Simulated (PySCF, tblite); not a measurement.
# C₄H₃F₂N₂Si radical: geometry, infrared bands and EPR parameters

Aim: predict the infrared bands and EPR parameters of C₄H₃F₂N₂Si radical (`N#C[SiH2][CH]C(F)(F)C#N`).

Computed with tblite 0.8.0 and PySCF 2.14.0, with density-fitted response routines of our own, on a single molecule in the gas phase. Atoms count from 0, in the outputs and in this text.

**1. The molecule as given**

12 atoms, charge 0, multiplicity 2; geometry from: force field or distance geometry start.

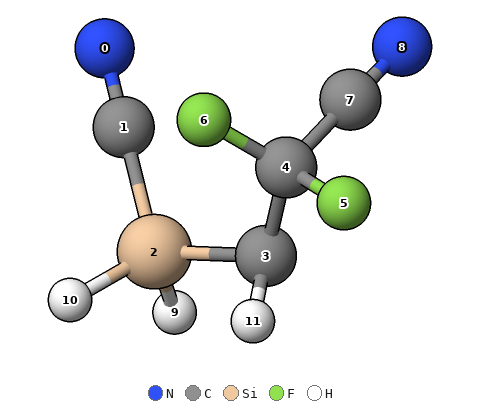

As it starts; nitrogen blue, carbon grey, silicon light orange, fluorine green, hydrogen white, atoms numbered; sticks join atoms by distance.

**2. Relaxing the molecule with GFN2-xTB**

Job settings and geometry (Å):

```
{"job": {"kind": "relax", "xc": "GFN2-xTB", "basis": "xTB"}, "charge": 0, "multiplicity": 2}
N     -1.152700     2.792100    -0.526900
C     -1.300600     1.662600    -0.386400
Si    -1.522000    -0.129300    -0.157700
C      0.046200    -1.066500    -0.110100
C      1.227500    -0.385000     0.483000
F      2.066800    -1.410500     0.926400
F      0.967900     0.459300     1.530200
C      1.947600     0.286100    -0.587700
N      2.518700     0.806300    -1.448500
H     -2.289700    -0.598600    -1.328500
H     -2.343400    -0.448200     1.018200
H     -0.165100    -1.968900     0.562000
```

The run is started by

```
OMP_NUM_THREADS=1 python probes_run.py task.json out
```

One launch serves the whole session: the jobs run in the order shown.

Standard output:

```text
step      E/eV     max force
  0    -732.55766    2.624
  1    -732.57180    7.616
  2    -732.84059    1.579
  3    -732.89912    1.623
  4    -732.93932    1.879
  5    -733.00318    0.833
  6    -733.02278    0.429
  7    -733.04365    0.412
  8    -733.06259    0.417
  9    -733.08207    0.436
 10    -733.09846    0.404
 11    -733.11572    0.371
 12    -733.12865    0.369
 13    -733.13967    0.310
 14    -733.14823    0.254
 15    -733.15507    0.242
 16    -733.16286    0.246
 17    -733.17276    0.284
 18    -733.18345    0.714
 19    -733.19050    0.529
 20    -733.20002    0.199
 21    -733.20475    0.166
 22    -733.20789    0.148
 23    -733.21195    0.187
 24    -733.21528    0.167
 25    -733.21861    0.166
 26    -733.22132    0.140
 27    -733.22381    0.129
 28    -733.22605    0.137
 29    -733.22826    0.134
 30    -733.23077    0.150
 31    -733.23341    0.126
 32    -733.23550    0.113
 33    -733.23710    0.104
 34    -733.23880    0.127
 35    -733.24053    0.153
 36    -733.24207    0.120
 37    -733.24326    0.086
 38    -733.24421    0.079
 39    -733.24483    0.082
 40    -733.24644    0.085
 41    -733.24779    0.135
 42    -733.24891    0.102
 43    -733.24964    0.125
 44    -733.25024    0.075
 45    -733.25088    0.104
 46    -733.25166    0.153
 47    -733.25251    0.156
 48    -733.25325    0.096
 49    -733.25384    0.079
 50    -733.25435    0.137
 51    -733.25497    0.185
 52    -733.25581    0.201
 53    -733.25673    0.122
 54    -733.25742    0.086
 55    -733.25796    0.093
 56    -733.25851    0.140
 57    -733.25909    0.143
 58    -733.25973    0.107
 59    -733.26030    0.070
 60    -733.26086    0.078
 61    -733.26154    0.105
 62    -733.26233    0.125
 63    -733.26299    0.101
 64    -733.26345    0.062
 65    -733.26392    0.076
 66    -733.26451    0.084
 67    -733.26518    0.141
 68    -733.26579    0.073
 69    -733.26621    0.062
 70    -733.26644    0.055
 71    -733.26686    0.090
 72    -733.26756    0.094
 73    -733.26849    0.162
 74    -733.26926    0.087
 75    -733.26990    0.087
 76    -733.27035    0.069
 77    -733.27067    0.058
 78    -733.27123    0.063
 79    -733.27252    0.086
 80    -733.27413    0.158
 81    -733.27640    0.196
 82    -733.27827    0.132
 83    -733.27970    0.105
 84    -733.28046    0.128
 85    -733.28129    0.146
 86    -733.28228    0.087
 87    -733.28398    0.205
 88    -733.28476    0.234
 89    -733.28537    0.239
 90    -733.28608    0.141
 91    -733.28639    0.112
 92    -733.28659    0.097
 93    -733.28677    0.102
 94    -733.28689    0.054
 95    -733.28706    0.025
 96    -733.28725    0.036
 97    -733.28734    0.038
 98    -733.28741    0.030
 99    -733.28747    0.029
100    -733.28755    0.036
101    -733.28766    0.043
102    -733.28782    0.042
103    -733.28796    0.030
104    -733.28803    0.019
105    -733.28805    0.010
```

Wall time 0.57 s (1 thread of Arm Neoverse V2, shared host).

The steps of the relaxation: (not every step is listed)

```tsv
step	energy from step 0 (eV)	largest force (eV/Å)
0	0.0000	2.6245
1	-0.0141	7.6163
2	-0.2829	1.5789
3	-0.3415	1.6233
4	-0.3817	1.8794
5	-0.4455	0.8331
6	-0.4651	0.4290
7	-0.4860	0.4116
8	-0.5049	0.4165
17	-0.6151	0.2836
26	-0.6637	0.1396
35	-0.6829	0.1528
44	-0.6926	0.0754
53	-0.6991	0.1222
62	-0.7047	0.1249
71	-0.7092	0.0899
80	-0.7165	0.1580
89	-0.7277	0.2391
98	-0.7297	0.0300
100	-0.7299	0.0360
101	-0.7300	0.0432
102	-0.7302	0.0418
103	-0.7303	0.0300
104	-0.7304	0.0193
105	-0.7304	0.0097
```

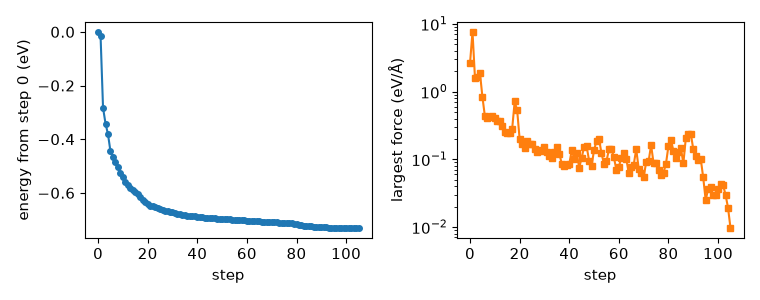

Energy and largest force along the relaxation.

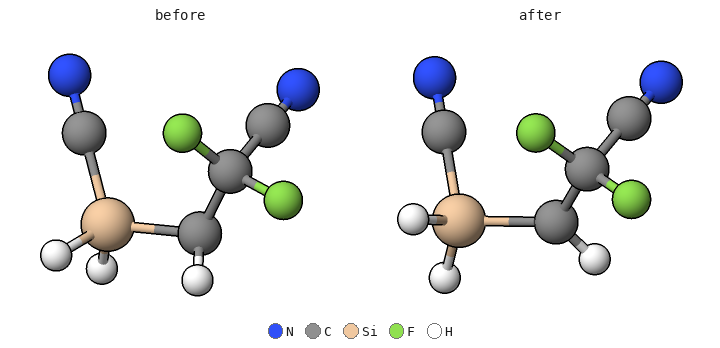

The geometry before (left) and after (right).

Close pairs (by a distance rule), those that changed most:

```tsv
bond	before (Å)	after (Å)	change (Å)
C3–H11	1.145	1.077	-0.067
C1–Si2	1.820	1.878	+0.058
Si2–C3	1.828	1.855	+0.028
C4–F5	1.397	1.371	-0.027
C4–C7	1.454	1.474	+0.020
Si2–H9	1.477	1.458	-0.018
C7–N8	1.157	1.141	-0.016
C3–C4	1.487	1.473	-0.014
```

The next job starts from the end point, and lists it.

**3. Vibrational analysis with GFN2-xTB**

Job settings and geometry (Å):

```
{"job": {"kind": "ir", "xc": "GFN2-xTB", "basis": "xTB"}, "charge": 0, "multiplicity": 2}
N     -1.251722     2.679093    -0.983971
C     -1.396015     1.609215    -0.606460
Si    -1.637609    -0.143608     0.022154
C      0.023476    -0.953390    -0.139955
C      1.188454    -0.466668     0.619196
F      1.906277    -1.469298     1.217488
F      0.839829     0.381416     1.626661
C      2.047854     0.229679    -0.355011
N      2.666090     0.732433    -1.171685
H     -2.574111    -0.815743    -0.871379
H     -2.047887    -0.006984     1.418299
H      0.236562    -1.776831    -0.801363
```

Standard output:

```text
mode    cm-1     km/mol
  1      22.2      2.36
  2      28.0      0.77
  3      82.2      3.18
  4     141.9     10.19
  5     171.2      8.78
  6     173.8      0.46
  7     258.8      5.92
  8     301.7      2.55
  9     352.6     14.58
 10     385.7      9.21
 11     426.7     18.68
 12     470.3     44.76
 13     495.9     55.00
 14     544.7     27.59
 15     558.5      4.34
 16     581.5      4.17
 17     604.1     13.83
 18     671.8    115.77
 19     729.0    156.32
 20     748.4     62.38
 21     841.9     16.14
 22     943.6    178.79
 23    1015.0     79.53
 24    1147.2     89.70
 25    1215.1     71.58
 26    2283.0    149.33
 27    2317.4    257.58
 28    2353.2     93.97
 29    2388.2    141.81
 30    3108.2      1.51
```

Run time: 0.32 s. Hardware: 1 thread of Arm Neoverse V2, shared host.

The strongest bands and the atoms that carry them (share of the mass-weighted mode):

```tsv
cm⁻¹	km/mol	atoms
672	115.8	H10 40 %, H9 37 %, Si2 12 %
729	156.3	H10 44 %, H9 37 %
944	178.8	C4 63 %, F5 16 %, H11 10 %
1147	89.7	C4 57 %, H11 27 %
2283	149.3	H10 96 %
2317	257.6	H9 96 %
2353	94.0	C1 57 %, N0 42 %
2388	141.8	C7 58 %, N8 41 %
```

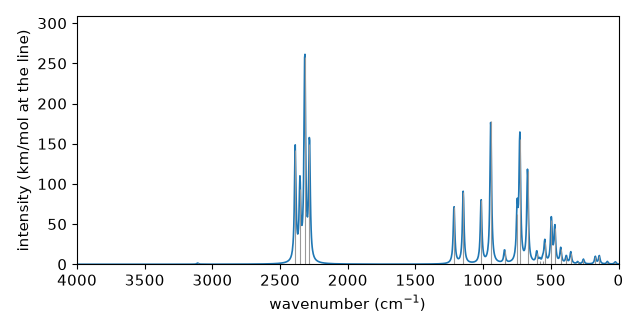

The infrared spectrum from these modes, unscaled. Lines are broadened to a width of 14 cm⁻¹ (Lorentzian).

**4. g tensor and hyperfine couplings: B3LYP/pcH-1**

Settings changed since step 3:

```diff
@@ -1,2 +1,2 @@
-{"job": {"kind": "ir", "xc": "GFN2-xTB", "basis": "xTB"}, "charge": 0, "multiplicity": 2}
+{"job": {"kind": "epr", "basis": "pcH-1"}, "charge": 0, "multiplicity": 2}
 N     -1.251722     2.679093    -0.983971
```

Level: UKS B3LYP, pcH-1 on C F H N Si, non-relativistic, mean-field spin-orbit, GIAO.

Standard output:

```text
UKS, coarse grid
  cycle   1  E = -752.66233470  |g| = 6.84e-01
  cycle   2  E = -752.01643931  |g| = 1.45e+00
  cycle   3  E = -752.82122122  |g| = 2.36e-01
  cycle   4  E = -752.84047690  |g| = 8.49e-02
  cycle   5  E = -752.84314270  |g| = 2.36e-02
  cycle   6  E = -752.84334481  |g| = 7.26e-03
  cycle   7  E = -752.84335837  |g| = 4.91e-03
  cycle   8  E = -752.84337031  |g| = 1.21e-03
  cycle   9  E = -752.84337072  |g| = 4.52e-04
UKS, final grid
  cycle   1  E = -752.84337922  |g| = 6.24e-04
  cycle   2  E = -752.84337895  |g| = 1.09e-03
  cycle   3  E = -752.84337938  |g| = 2.29e-04
  cycle   4  E = -752.84337940  |g| = 6.05e-05
  cycle   5  E = -752.84337941  |g| = 4.45e-05
  cycle   6  E = -752.84337941  |g| = 1.38e-05
E = -752.84337941 Eh   <S^2> = 0.7540 (exact 0.7500)
g shifts (ppm)      1          2          3
  rmc          -152       -152       -152
  gc             26         32         37
  oz_so         -76        346        470
  total        -202        226        355
hyperfine (MHz)  atom isotope    a_iso     a_fc   dipolar eigenvalues
    0   14N       0.18       0.18     -0.84     -0.41      1.25
    1   13C      40.96      40.96     -2.27     -2.08      4.35
    2  29Si      40.43      40.49     -2.60     -0.64      3.25
    3   13C      82.90      83.00    -77.15    -76.26    153.41
    4   13C     -24.23     -24.23     -2.05     -1.09      3.14
    5   19F     114.37     113.88    -52.19    -47.69     99.88
    6   19F      11.69      11.60    -13.70     -9.41     23.11
    7   13C      44.19      44.19     -5.82     -1.85      7.67
    8   14N       1.65       1.65     -3.18     -3.08      6.26
    9    1H      -2.56      -2.56     -3.42     -2.70      6.12
   10    1H      51.31      51.31     -3.30     -1.91      5.21
   11    1H     -58.76     -58.77    -36.33     -1.53     37.86
```

It took 77 s on 1 thread of Arm Neoverse V2, shared host; peak memory 1.1 GiB.

Principal g values 2.00212, 2.00255, 2.00267; g(iso) = 2.00245, against 2.00232 for a free electron.

Mean a(iso) over the nuclei that a row names, and the largest dipolar term of the row (other rows stand at the frozen geometry):

```tsv
nuclei	isotope	a(iso) (MHz)	a(iso) (G, at g = 2.0023)	largest dipolar term (MHz)
C3	13C	82.9	29.6	153.4
F5, F6	19F	63.0	22.5	99.9
H11	1H	-58.8	-21.0	37.9
C7	13C	44.2	15.8	7.7
C1	13C	41.0	14.6	4.4
Si2	29Si	40.4	14.4	3.2
H9, H10	1H	24.4	8.7	6.1
C4	13C	-24.2	-8.6	3.1
N8	14N	1.6	0.6	6.3
N0	14N	0.2	0.1	1.3
```

Mulliken spin populations:

```tsv
atom	value (e)
N0	0.01
C1	0.02
Si2	-0.03
C3	1.00
C4	-0.05
F5	0.02
F6	0.00
C7	-0.02
N8	0.07
H9	0.00
H10	0.03
H11	-0.04
```

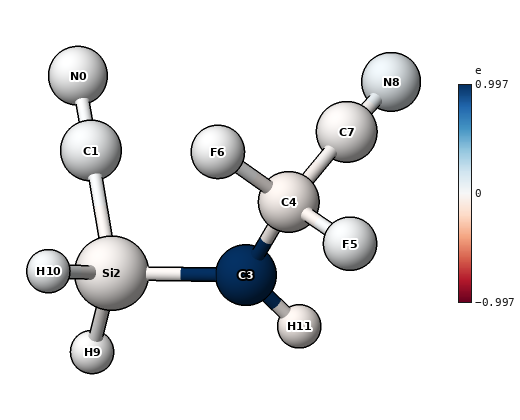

Mulliken spin populations, as colours on the atoms.

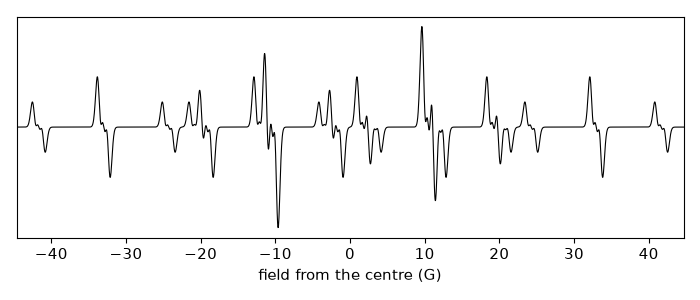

First-order isotropic spectrum (first derivative, main isotopes with spin only, couplings over 0.8 MHz, Gaussian width 0.3 G; couplings of the frozen geometry, rotation of groups not averaged beyond the rows shown).

Orbitals, density, ELF and potential are computed afterwards from the orbital file.

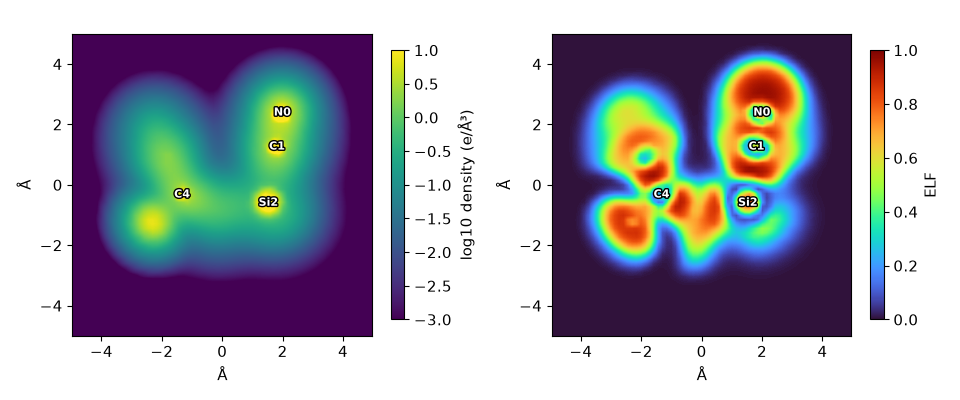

Density (left) and ELF (right) in a plane through or near 4 of the atoms.

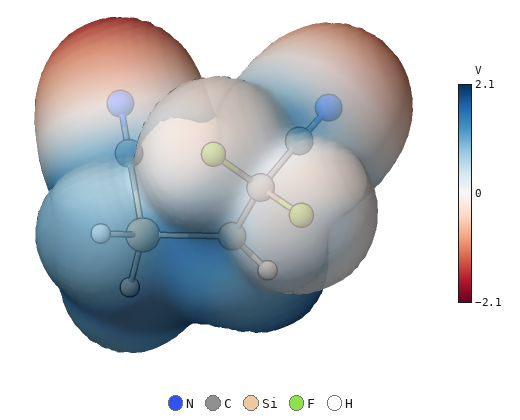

The potential that a unit positive charge feels on the 0.002 e/bohr³ surface, from -1.56 V near N0 to 2.10 V near H9.

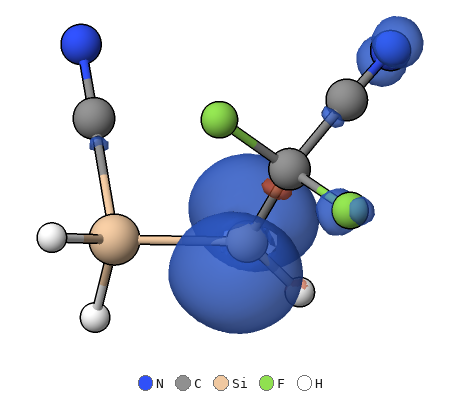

Spin density at ±0.04 e/Å³ (alpha excess blue, beta excess red).

**5. Results**

| quantity | value |
| --- | --- |
| strongest single infrared mode (GFN2-xTB) | 2317 cm⁻¹, 258 km/mol |
| zero-point energy (GFN2-xTB) | 36.3 kcal/mol |
| g(iso) (B3LYP) | 2.00245 |
| ⟨S²⟩ | 0.754 (exact 0.75) |
| largest a(iso) (averaged by class) | 13C on C3, 82.9 MHz |
| potential on the surface of density 0.002 e/bohr³, 1st and 99th percentile | -1.56 V and 2.10 V |

What this shows: Over 105 steps the energy fell by 0.730 eV; of the close pairs, C3–H11 changed most, 1.145 to 1.077 Å. No mode is imaginary among the 30: a minimum at this level. The strongest single mode, at 2317 cm⁻¹, moves mainly H9. GFN2-xTB is a fitted tight-binding method: band positions and strengths are rough. Its intensities can rank the bands wrongly. C3 carries the largest spin population, 1.00 e. The isotropic g lies 0.1 ppt above the free-electron value. These values are for one conformer; the search (at its own cheap level) found 2 more, at 0.06, 0.06 kcal/mol, and measured spectra average over such forms.
